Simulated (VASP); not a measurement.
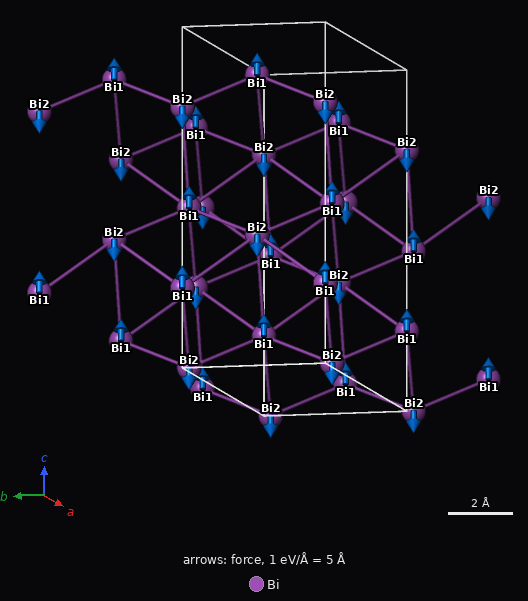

Starting geometry of crystalline Bi (set up in R-3m) with the computed forces as blue arrows. The picture is a ball-and-stick view of the conventional cell (3 times the calculation's cell), repeated 2 × 2 × 1 with one cell outlined, seen from a free direction. Lengths and directions refer to the drawn axes.

The run lets cell and atoms move.

Theory: Kohn-Sham DFT of a periodic cell, PBEsol, VASP PAW PBE potentials, recommended (VASP 6.6.1).

Input
```
PREC     = Accurate       # precision mode
ENCUT    = 600            # plane-wave cutoff, eV
EDIFF    = 1E-6           # SCF threshold, eV
ISMEAR   = 1              # smearing method
SIGMA    = 0.1            # smearing width, eV
LREAL    = False          # projectors in reciprocal space
LASPH    = True           # aspherical terms in the spheres
NELM     = 80             # most SCF steps
ALGO     = Normal         # electronic algorithm
ISIF     = 3              # what is computed and relaxed
LWAVE    = False          # write WAVECAR
LCHARG   = False          # write CHGCAR
GGA      = PS             # functional
IBRION   = 2              # ionic algorithm
NSW      = 90             # ionic steps
EDIFFG   = -0.01          # ionic threshold
```

Command:
```bash
cat potpaw_PBE.64/Bi_d/POTCAR > POTCAR
mpirun -np 1 vasp_std > vasp.out
```

**Is this structure relaxed? If not, where do the atoms go?**

It isn't relaxed: the largest force vector, on Bi atoms, is 0.16 eV/Å. The atoms end up moving mostly along the starting forces (cosine between the two patterns 1.00). The largest moves relative to the cell, 0.034 Å, are those of Bi1 and Bi2. Bi1 goes along +c. The drawn cell changes as follows: a = b 4.535 → 4.523 Å (−0.3 %), c 11.814 → 11.642 Å (−1.5 %); the volume changes by −2.0 %. Among the contacts that change: Bi1–Bi2 3.516 → 3.443 Å, Bi1–Bi2 (another image) 3.064 → 3.082 Å. The space group stays R-3m (No. 166). The energy falls by 3.0 meV per atom in 13 geometry steps. Largest force component: 0.16 eV/Å at the start, 0.00083 eV/Å at the end. The pressure goes from −0.23 to 0.00 GPa. It ran on 1 thread of Intel(R) Xeon(R) Platinum 8488C (Sapphire Rapids) (shared host).
